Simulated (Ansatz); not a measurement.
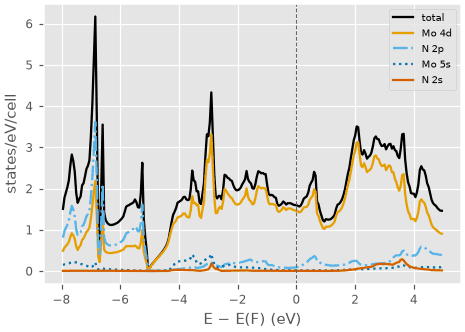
Total and projected density of states of Mo2N in space group R-3m (No. 166; Mo on 6c, N on 3a), plane-wave PAW r²SCAN (Ansatz code)

### Question
Which orbitals carry the states next to the Fermi level?

### Answer
Within 0.5 eV of the Fermi level: Mo 4d 89 %, N 2p 8 %. Projections are on Löwdin-orthogonalised atomic valence shells; empty p or d shells of many metals are not among them.

### Question
Where is the tallest occupied peak in this window, and what makes it?

### Answer
Near -6.8 eV, about 6.2 states/eV per cell; the largest projected share is N 2p.

The first step of the workflow began from a Materials Project structure, measured or hypothetical; the Crystallography Open Database copy checked does not list it. COD files the formula under space group No. 141. Whether it is the stable phase at ambient conditions was not checked. The r²SCAN relaxation kept the symmetry of its start; whether a distortion lowers the energy is not shown. No spin polarisation was allowed. With an odd number of electrons in the cell and no spin polarisation, the count alone makes it a metal. Scalar-relativistic: spin–orbit coupling is off unless named, which matters more the heavier the elements.

Potentials: the earlier of the program's two PAW sets. The files were generated under PBE; for other functionals the program regenerates the frozen cores, and for LDA and PBEsol the local potential too.
